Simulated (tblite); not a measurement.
Geometry relaxation, with input and output: CH8NSi2 (part 1 of 2)

The run: geometry relaxation of CH8NSi2, multiplicity 2, SMILES [CH2]N([SiH3])[SiH3]. Method and program: GFN2-xTB geometry optimisation, gas phase (tblite 0.8.0).

It belongs to a series of runs on one base structure; here: X = H replaced by N(SiH3)2.

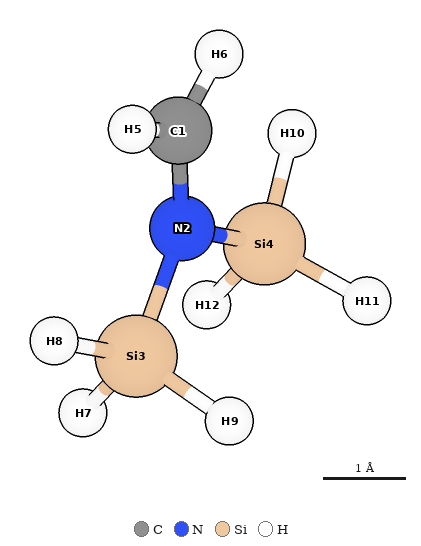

The starting structure (ball-and-stick view, seen at a tilt; atoms are numbered from 1 in the order of the input). Bond lengths as drawn: C–H 1.08 to 1.10 Å, C–N 1.47 Å, H–Si 1.48 to 1.50 Å and N–Si 1.70 to 1.72 Å.

Input file:
```
{"job": {"kind": "relax", "xc": "GFN2-xTB", "basis": "xTB"}, "charge": 0, "multiplicity": 2}
C     -0.143200     1.794600     0.026400
N     -0.092800     0.333200     0.179800
Si     1.331300    -0.550300     0.582900
Si    -1.228200    -0.763000    -0.451200
H      0.675400     2.434100     0.335500
H     -1.048600     2.284200    -0.364200
H      1.019100    -1.675000     1.486600
H      2.258900     0.379000     1.280900
H      1.983300    -1.026700    -0.661400
H     -2.510700    -0.044700    -0.627000
H     -0.773400    -1.266500    -1.766200
H     -1.470000    -1.899400     0.495800
```

The first line tells a small driver script what to run in tblite; the rest is the geometry in Å.

Machine: 1 CPU thread, shared host.

Command:
```bash
OMP_NUM_THREADS=1 python <driver script> task.json out
```

Log:
```
step      E/eV     max force
  0    -341.70544    3.625
  1    -341.91897    0.910
  2    -341.95371    0.540
  3    -341.99246    0.576
  4    -342.02319    0.562
  5    -342.05895    0.449
  6    -342.07184    0.291
  7    -342.08099    0.218
  8    -342.08681    0.207
  9    -342.09208    0.209
 10    -342.09711    0.165
 11    -342.10290    0.194
 12    -342.10997    0.235
 13    -342.11801    0.235
 14    -342.12485    0.174
 15    -342.12877    0.131
 16    -342.13069    0.120
 17    -342.13259    0.105
 18    -342.13524    0.145
 19    -342.13815    0.134
 20    -342.14054    0.121
 21    -342.14226    0.107
 22    -342.14383    0.128
 23    -342.14538    0.146
 24    -342.14641    0.089
 25    -342.14681    0.040
 26    -342.14699    0.031
 27    -342.14723    0.060
 28    -342.14775    0.109
 29    -342.14880    0.159
 30    -342.15049    0.172
 31    -342.15213    0.110
 32    -342.15309    0.103
 33    -342.15383    0.113
 34    -342.15503    0.142
 35    -342.15750    0.247
 36    -342.16176    0.336
 37    -342.16651    0.301
 38    -342.17131    0.139
 39    -342.17471    0.160
 40    -342.17715    0.181
 41    -342.18034    0.256
 42    -342.18544    0.205
 43    -342.19294    0.162
 44    -342.19380    0.217
 45    -342.19871    0.072
 46    -342.19952    0.071
 47    -342.20058    0.072
 48    -342.20156    0.088
 49    -342.20282    0.094
 50    -342.20487    0.094
 51    -342.20759    0.101
 52    -342.20881    0.110
 53    -342.20998    0.067
 54    -342.21037    0.051
 55    -342.21075    0.041
 56    -342.21102    0.045
 57    -342.21125    0.038
 58    -342.21149    0.044
 59    -342.21176    0.044
 60    -342.21207    0.050
 61    -342.21239    0.042
 62    -342.21261    0.031
 63    -342.21270    0.019
 64    -342.21272    0.012
 65    -342.21273    0.007
```

Trajectory as extended XYZ (Å, eV, eV/Å), 39 of the 66 frames kept, from step=0 to step=65:
```
12
Properties=species:S:1:pos:R:3:forces:R:3 step=0 energy=-341.70544
C    -0.1432    1.7946    0.0264   -0.4110  -1.9610   0.0510
N    -0.0928    0.3332    0.1798    0.3320   3.6090   0.0860
Si    1.3313   -0.5503    0.5829    1.4940   0.1970   0.5030
Si   -1.2282   -0.7630   -0.4512   -1.8930  -0.7290  -0.6390
H     0.6754    2.4341    0.3355   -0.2060  -0.7020  -0.0330
H    -1.0486    2.2842   -0.3642    0.6860  -0.8100   0.3330
H     1.0191   -1.6750    1.4866   -0.0430   0.2210  -0.2350
H     2.2589    0.3790    1.2809   -0.3050  -0.2050  -0.2130
H     1.9833   -1.0267   -0.6614   -0.1110   0.0070   0.2550
H    -2.5107   -0.0447   -0.6270    0.3070  -0.0830   0.0340
H    -0.7734   -1.2665   -1.7662   -0.0730  -0.0100   0.2030
H    -1.4700   -1.8994    0.4958    0.2240   0.4660  -0.3460
12
Properties=species:S:1:pos:R:3:forces:R:3 step=2 energy=-341.95371
C    -0.1490    1.7652    0.0280    0.0400  -0.0860   0.0470
N    -0.0878    0.3900    0.1805   -0.0070  -0.3900  -0.0270
Si    1.3601   -0.5387    0.5925    0.0390   0.3640  -0.0130
Si   -1.2632   -0.7694   -0.4614   -0.0340   0.3400   0.0120
H     0.6658    2.4101    0.3331   -0.1030  -0.5300  -0.0120
H    -1.0309    2.2601   -0.3554    0.1220  -0.4920   0.0820
H     1.0174   -1.6682    1.4795   -0.0450   0.2360  -0.2160
H     2.2537    0.3759    1.2771    0.1150   0.1590   0.0720
H     1.9811   -1.0269   -0.6545   -0.0080  -0.0130   0.1600
H    -2.5067   -0.0447   -0.6270   -0.1820   0.1600  -0.0480
H    -0.7759   -1.2674   -1.7613   -0.0970  -0.0260   0.1110
H    -1.4635   -1.8868    0.4868    0.1610   0.2780  -0.1680
12
Properties=species:S:1:pos:R:3:forces:R:3 step=3 energy=-341.99246
C    -0.1485    1.7578    0.0301    0.0170  -0.4400   0.0450
N    -0.0872    0.3884    0.1795    0.0010  -0.5760  -0.0010
Si    1.3689   -0.5215    0.5945   -0.1840   0.0480  -0.0990
Si   -1.2730   -0.7577   -0.4630    0.1770   0.2360  -0.0300
H     0.6580    2.3836    0.3315    0.3430  -0.1070   0.1510
H    -1.0208    2.2353   -0.3497   -0.3300  -0.1710  -0.1190
H     1.0153   -1.6581    1.4700   -0.0270   0.2500  -0.1900
H     2.2562    0.3805    1.2785    0.2520   0.3260   0.1760
H     1.9802   -1.0276   -0.6470    0.0330   0.0070   0.1100
H    -2.5120   -0.0392   -0.6287   -0.2850   0.2400  -0.0600
H    -0.7799   -1.2686   -1.7561   -0.1100   0.0020   0.0880
H    -1.4560   -1.8735    0.4784    0.1140   0.1850  -0.0710
12
Properties=species:S:1:pos:R:3:forces:R:3 step=5 energy=-342.05895
C    -0.1475    1.7181    0.0364   -0.0100  -0.1260  -0.0060
N    -0.0859    0.3584    0.1787    0.0050  -0.2370   0.0870
Si    1.3815   -0.4889    0.5955    0.1050  -0.2520   0.0410
Si   -1.2882   -0.7263   -0.4710   -0.0930  -0.1480  -0.1810
H     0.6652    2.3268    0.3381    0.3990   0.1220   0.1650
H    -1.0222    2.1778   -0.3462   -0.4050   0.0490  -0.1590
H     1.0093   -1.6245    1.4416   -0.0340   0.0680   0.0230
H     2.2745    0.4084    1.2905    0.1260   0.2680   0.0840
H     1.9817   -1.0279   -0.6271    0.1500   0.0370  -0.0510
H    -2.5373   -0.0142   -0.6353   -0.1380   0.2110  -0.0350
H    -0.7946   -1.2705   -1.7423   -0.0980   0.0340  -0.0890
H    -1.4352   -1.8378    0.4593   -0.0070  -0.0260   0.1200
12
Properties=species:S:1:pos:R:3:forces:R:3 step=7 energy=-342.08099
C    -0.1472    1.7022    0.0382    0.0040   0.0750  -0.0220
N    -0.0857    0.3383    0.1825   -0.0120   0.0840   0.0380
Si    1.3945   -0.4862    0.5989    0.1770  -0.0260   0.0570
Si   -1.3009   -0.7216   -0.4821   -0.1530  -0.1090  -0.0370
H     0.6821    2.3076    0.3467   -0.0390  -0.0690  -0.0020
H    -1.0374    2.1560   -0.3503    0.0370  -0.0590   0.0310
H     1.0049   -1.6106    1.4340   -0.0340  -0.0940   0.1560
H     2.2855    0.4306    1.2975   -0.0350   0.0930  -0.0420
H     1.9908   -1.0262   -0.6228    0.1890   0.0400  -0.0750
H    -2.5520    0.0052   -0.6394    0.0160   0.1150  -0.0170
H    -0.8051   -1.2698   -1.7435   -0.0860   0.0110  -0.2000
H    -1.4283   -1.8261    0.4585   -0.0640  -0.0610   0.1120
12
Properties=species:S:1:pos:R:3:forces:R:3 step=9 energy=-342.09208
C    -0.1467    1.6975    0.0375    0.0200  -0.0480  -0.0160
N    -0.0863    0.3305    0.1867    0.0030   0.0010  -0.0340
Si    1.4090   -0.4885    0.6032   -0.0520   0.0590  -0.0120
Si   -1.3139   -0.7265   -0.4893    0.0460   0.0310   0.0830
H     0.6897    2.2966    0.3514   -0.1820  -0.0850  -0.0590
H    -1.0445    2.1440   -0.3512    0.1770  -0.0530   0.0890
H     1.0012   -1.6098    1.4412    0.0300  -0.0360   0.1010
H     2.2892    0.4485    1.2986   -0.0770   0.0110  -0.0740
H     2.0086   -1.0221   -0.6258    0.1520   0.0640   0.0220
H    -2.5583    0.0227   -0.6426    0.0900   0.0370  -0.0060
H    -0.8167   -1.2683   -1.7578   -0.1250   0.0300  -0.1170
H    -1.4301   -1.8252    0.4662   -0.0810  -0.0110   0.0240
12
Properties=species:S:1:pos:R:3:forces:R:3 step=10 energy=-342.09711
C    -0.1460    1.6937    0.0367    0.0230  -0.1270  -0.0160
N    -0.0864    0.3271    0.1879    0.0160  -0.0880  -0.0500
Si    1.4148   -0.4888    0.6051   -0.1380   0.0250  -0.0360
Si   -1.3192   -0.7286   -0.4908    0.1200   0.0560   0.0780
H     0.6891    2.2897    0.3524   -0.1340  -0.0310  -0.0420
H    -1.0439    2.1372   -0.3496    0.1260  -0.0100   0.0650
H     1.0001   -1.6106    1.4476    0.0720   0.0310   0.0390
H     2.2889    0.4578    1.2971   -0.0810  -0.0110  -0.0730
H     2.0216   -1.0184   -0.6269    0.1160   0.0790   0.0860
H    -2.5589    0.0324   -0.6443    0.1140   0.0040   0.0030
H    -0.8257   -1.2667   -1.7681   -0.1520   0.0520  -0.0310
H    -1.4333   -1.8254    0.4709   -0.0820   0.0200  -0.0230
12
Properties=species:S:1:pos:R:3:forces:R:3 step=12 energy=-342.10997
C    -0.1429    1.6746    0.0333    0.0210  -0.1660  -0.0330
N    -0.0854    0.3123    0.1882    0.0320  -0.1920  -0.0390
Si    1.4225   -0.4892    0.6081   -0.1190  -0.0910  -0.0350
Si   -1.3265   -0.7318   -0.4916    0.1090   0.0020  -0.0260
H     0.6814    2.2705    0.3531    0.0850   0.0960   0.0390
H    -1.0364    2.1196   -0.3420   -0.0970   0.0750  -0.0320
H     1.0030   -1.6090    1.4654    0.1370   0.1330  -0.0770
H     2.2825    0.4806    1.2884   -0.0870  -0.0400  -0.0510
H     2.0621   -1.0032   -0.6224    0.0250   0.0860   0.1890
H    -2.5523    0.0571   -0.6482    0.1350  -0.0450   0.0320
H    -0.8599   -1.2586   -1.7947   -0.1700   0.0790   0.1410
H    -1.4468   -1.8236    0.4805   -0.0700   0.0630  -0.1070
12
Properties=species:S:1:pos:R:3:forces:R:3 step=14 energy=-342.12485
C    -0.1373    1.6436    0.0263    0.0170   0.0490  -0.0660
N    -0.0822    0.2845    0.1855    0.0150  -0.0090  -0.0100
Si    1.4264   -0.4936    0.6100    0.0840  -0.0820   0.0130
Si   -1.3302   -0.7354   -0.4940   -0.0590  -0.0770  -0.0970
H     0.6745    2.2508    0.3556    0.1530   0.0510   0.0660
H    -1.0306    2.1009   -0.3335   -0.1570   0.0210  -0.0570
H     1.0165   -1.5989    1.4823    0.1260   0.0550  -0.0700
H     2.2667    0.5040    1.2734   -0.0720  -0.0330   0.0080
H     2.1131   -0.9790   -0.6034   -0.0170   0.0190   0.1390
H    -2.5337    0.0833   -0.6503    0.0600  -0.0300   0.0600
H    -0.9135   -1.2437   -1.8176   -0.0930   0.0210   0.1320
H    -1.4685   -1.8171    0.4837   -0.0550   0.0150  -0.1170
12
Properties=species:S:1:pos:R:3:forces:R:3 step=15 energy=-342.12877
C    -0.1353    1.6363    0.0229    0.0170   0.1110  -0.0680
N    -0.0809    0.2764    0.1841    0.0050   0.0830  -0.0160
Si    1.4284   -0.4962    0.6104    0.0890  -0.0040   0.0200
Si   -1.3316   -0.7375   -0.4964   -0.0720  -0.0380  -0.0420
H     0.6755    2.2467    0.3575    0.0850  -0.0120   0.0390
H    -1.0320    2.0965   -0.3322   -0.0840  -0.0260  -0.0280
H     1.0235   -1.5946    1.4846    0.0980  -0.0250  -0.0200
H     2.2604    0.5086    1.2694   -0.0470  -0.0090   0.0380
H     2.1257   -0.9720   -0.5943    0.0080  -0.0230   0.0620
H    -2.5268    0.0889   -0.6492    0.0020   0.0000   0.0600
H    -0.9301   -1.2392   -1.8197   -0.0450  -0.0260   0.0400
H    -1.4757   -1.8146    0.4810   -0.0540  -0.0310  -0.0860
12
Properties=species:S:1:pos:R:3:forces:R:3 step=17 energy=-342.13259
C    -0.1325    1.6356    0.0161    0.0200   0.0570  -0.0540
N    -0.0795    0.2735    0.1816    0.0050   0.0790  -0.0390
Si    1.4329   -0.4978    0.6116   -0.0320   0.0850   0.0050
Si   -1.3352   -0.7400   -0.4993    0.0100   0.0710   0.0550
H     0.6804    2.2427    0.3610   -0.0260  -0.0440  -0.0080
H    -1.0374    2.0915   -0.3326    0.0280  -0.0380   0.0150
H     1.0350   -1.5931    1.4862    0.0650  -0.0800   0.0190
H     2.2530    0.5129    1.2687   -0.0010   0.0360   0.0770
H     2.1379   -0.9677   -0.5840    0.0430  -0.0600  -0.0220
H    -2.5216    0.0942   -0.6449   -0.0630   0.0340   0.0540
H    -0.9466   -1.2373   -1.8208   -0.0020  -0.0680  -0.0580
H    -1.4853   -1.8151    0.4744   -0.0480  -0.0740  -0.0430
12
Properties=species:S:1:pos:R:3:forces:R:3 step=19 energy=-342.13815
C    -0.1261    1.6371   -0.0001    0.0220  -0.0800  -0.0320
N    -0.0765    0.2742    0.1743    0.0160  -0.0500  -0.0480
Si    1.4384   -0.4941    0.6143   -0.1030   0.0580  -0.0160
Si   -1.3411   -0.7385   -0.5006    0.0720   0.1020   0.0490
H     0.6871    2.2323    0.3665   -0.1050   0.0170  -0.0470
H    -1.0445    2.0800   -0.3319    0.1010   0.0360   0.0370
H     1.0599   -1.5970    1.4906    0.0320  -0.0430  -0.0040
H     2.2408    0.5250    1.2747    0.0330   0.0690   0.1010
H     2.1634   -0.9652   -0.5688    0.0250  -0.0480  -0.0360
H    -2.5189    0.1077   -0.6330   -0.0920   0.0480   0.0490
H    -0.9758   -1.2397   -1.8282    0.0150  -0.0490  -0.0410
H    -1.5056   -1.8223    0.4603   -0.0170  -0.0600  -0.0130
12
Properties=species:S:1:pos:R:3:forces:R:3 step=21 energy=-342.14226
C    -0.1197    1.6342   -0.0152    0.0170  -0.0890  -0.0270
N    -0.0730    0.2730    0.1656    0.0190  -0.0980  -0.0220
Si    1.4394   -0.4877    0.6160    0.0420  -0.0310   0.0140
Si   -1.3438   -0.7323   -0.5002   -0.0360  -0.0220  -0.0370
H     0.6866    2.2249    0.3681   -0.0610   0.0800  -0.0340
H    -1.0444    2.0728   -0.3293    0.0550   0.0910   0.0140
H     1.0820   -1.6017    1.4920    0.0030   0.0130  -0.0340
H     2.2324    0.5375    1.2859   -0.0030   0.0280   0.0640
H     2.1829   -0.9664   -0.5575   -0.0200   0.0000   0.0050
H    -2.5222    0.1202   -0.6199   -0.0420   0.0210   0.0480
H    -0.9973   -1.2445   -1.8338    0.0100   0.0060   0.0280
H    -1.5218   -1.8305    0.4464    0.0170   0.0020  -0.0180
12
Properties=species:S:1:pos:R:3:forces:R:3 step=22 energy=-342.14383
C    -0.1172    1.6312   -0.0207    0.0130  -0.0460  -0.0280
N    -0.0714    0.2706    0.1620    0.0150  -0.0700  -0.0100
Si    1.4401   -0.4857    0.6168    0.1090  -0.0460   0.0320
Si   -1.3451   -0.7301   -0.5005   -0.0920  -0.0690  -0.0570
H     0.6838    2.2251    0.3672   -0.0240   0.0730  -0.0200
H    -1.0418    2.0735   -0.3280    0.0210   0.0770  -0.0010
H     1.0887   -1.6033    1.4910   -0.0090   0.0190  -0.0310
H     2.2302    0.5417    1.2920   -0.0290  -0.0030   0.0360
H     2.1872   -0.9677   -0.5545   -0.0270   0.0180   0.0160
H    -2.5253    0.1241   -0.6141   -0.0080   0.0020   0.0460
H    -1.0022   -1.2466   -1.8344    0.0050   0.0230   0.0360
H    -1.5259   -1.8333    0.4413    0.0250   0.0220  -0.0190
12
Properties=species:S:1:pos:R:3:forces:R:3 step=24 energy=-342.14641
C    -0.1122    1.6242   -0.0317    0.0040   0.0320  -0.0190
N    -0.0678    0.2627    0.1550    0.0050   0.0100  -0.0070
Si    1.4464   -0.4845    0.6197    0.0820  -0.0110   0.0260
Si   -1.3517   -0.7296   -0.5032   -0.0730  -0.0470  -0.0200
H     0.6777    2.2290    0.3644    0.0190  -0.0010  -0.0080
H    -1.0363    2.0785   -0.3257   -0.0080  -0.0030  -0.0180
H     1.0998   -1.6058    1.4886   -0.0250   0.0000  -0.0050
H     2.2245    0.5489    1.3043   -0.0440  -0.0360   0.0050
H     2.1943   -0.9687   -0.5489   -0.0070   0.0310   0.0060
H    -2.5306    0.1311   -0.6017    0.0240  -0.0220   0.0350
H    -1.0108   -1.2487   -1.8349   -0.0010   0.0300   0.0040
H    -1.5320   -1.8377    0.4322    0.0240   0.0170   0.0010
12
Properties=species:S:1:pos:R:3:forces:R:3 step=26 energy=-342.14699
C    -0.1107    1.6232   -0.0353    0.0040   0.0040  -0.0100
N    -0.0667    0.2605    0.1529    0.0050   0.0100  -0.0170
Si    1.4503   -0.4850    0.6212   -0.0220   0.0040  -0.0040
Si   -1.3554   -0.7313   -0.5044    0.0170   0.0100   0.0140
H     0.6775    2.2294    0.3636    0.0120  -0.0190  -0.0120
H    -1.0357    2.0789   -0.3260    0.0020  -0.0200  -0.0160
H     1.1017   -1.6064    1.4886   -0.0240  -0.0070  -0.0020
H     2.2209    0.5499    1.3070   -0.0170  -0.0110   0.0240
H     2.1976   -0.9667   -0.5471    0.0090   0.0220  -0.0080
H    -2.5302    0.1326   -0.5973   -0.0030  -0.0090   0.0300
H    -1.0147   -1.2474   -1.8360   -0.0020   0.0210  -0.0130
H    -1.5333   -1.8383    0.4307    0.0190  -0.0040   0.0150
12
Properties=species:S:1:pos:R:3:forces:R:3 step=27 energy=-342.14723
C    -0.1101    1.6231   -0.0369    0.0050  -0.0150  -0.0080
N    -0.0662    0.2601    0.1517    0.0050  -0.0010  -0.0170
Si    1.4513   -0.4852    0.6217   -0.0580   0.0010  -0.0150
Si   -1.3565   -0.7319   -0.5045    0.0490   0.0240   0.0190
H     0.6781    2.2285    0.3631    0.0090  -0.0150  -0.0140
H    -1.0357    2.0780   -0.3267    0.0050  -0.0160  -0.0150
H     1.1016   -1.6068    1.4888   -0.0210  -0.0050  -0.0050
H     2.2188    0.5499    1.3084   -0.0040   0.0020   0.0340
H     2.1995   -0.9649   -0.5465    0.0120   0.0190  -0.0100
H    -2.5299    0.1329   -0.5949   -0.0170  -0.0020   0.0280
H    -1.0166   -1.2460   -1.8370   -0.0040   0.0180  -0.0130
H    -1.5333   -1.8384    0.4307    0.0190  -0.0100   0.0170
12
Properties=species:S:1:pos:R:3:forces:R:3 step=29 energy=-342.14880
C    -0.1045    1.6207   -0.0503    0.0060  -0.0760  -0.0040
N    -0.0616    0.2574    0.1408    0.0000  -0.0380   0.0030
Si    1.4546   -0.4857    0.6243   -0.1510  -0.0150  -0.0460
Si   -1.3609   -0.7335   -0.5039    0.1370   0.0550   0.0270
H     0.6823    2.2225    0.3571    0.0040   0.0110  -0.0190
H    -1.0340    2.0717   -0.3330    0.0080   0.0120  -0.0170
H     1.0989   -1.6098    1.4874   -0.0110   0.0020  -0.0270
H     2.2038    0.5494    1.3243    0.0400   0.0410   0.0600
H     2.2116   -0.9518   -0.5431    0.0210   0.0070  -0.0040
H    -2.5307    0.1343   -0.5730   -0.0590   0.0170   0.0160
H    -1.0286   -1.2351   -1.8434   -0.0170   0.0090  -0.0030
H    -1.5298   -1.8407    0.4309    0.0210  -0.0250   0.0150
12
Properties=species:S:1:pos:R:3:forces:R:3 step=31 energy=-342.15213
C    -0.0903    1.6130   -0.0843    0.0030  -0.0690   0.0000
N    -0.0503    0.2512    0.1133   -0.0270  -0.0340   0.0760
Si    1.4548   -0.4864    0.6285   -0.1070  -0.0070  -0.0260
Si   -1.3649   -0.7337   -0.5005    0.0970   0.0430   0.0160
H     0.6914    2.2113    0.3378    0.0060   0.0370  -0.0290
H    -1.0261    2.0604   -0.3513    0.0100   0.0390  -0.0270
H     1.0883   -1.6184    1.4773   -0.0020  -0.0050  -0.0550
H     2.1688    0.5452    1.3722    0.0520   0.0240   0.0340
H     2.2347   -0.9206   -0.5367    0.0320  -0.0010   0.0280
H    -2.5389    0.1333   -0.5138   -0.0470   0.0000  -0.0110
H    -1.0521   -1.2079   -1.8549   -0.0500  -0.0030   0.0080
H    -1.5141   -1.8479    0.4305    0.0340  -0.0240  -0.0130
12
Properties=species:S:1:pos:R:3:forces:R:3 step=32 energy=-342.15309
C    -0.0866    1.6107   -0.0932    0.0000  -0.0200   0.0000
N    -0.0478    0.2500    0.1074   -0.0370   0.0010   0.0960
Si    1.4522   -0.4863    0.6290   -0.0240   0.0010   0.0070
Si   -1.3637   -0.7325   -0.4989    0.0170   0.0090   0.0090
H     0.6935    2.2100    0.3310    0.0080   0.0300  -0.0320
H    -1.0230    2.0592   -0.3572    0.0110   0.0320  -0.0300
H     1.0838   -1.6211    1.4721   -0.0050  -0.0180  -0.0520
H     2.1605    0.5422    1.3866    0.0350   0.0000   0.0080
H     2.2384   -0.9127   -0.5352    0.0340   0.0000   0.0350
H    -2.5425    0.1307   -0.4973   -0.0220  -0.0130  -0.0190
H    -1.0565   -1.2006   -1.8562   -0.0560  -0.0050   0.0010
H    -1.5072   -1.8502    0.4301    0.0370  -0.0180  -0.0230
```
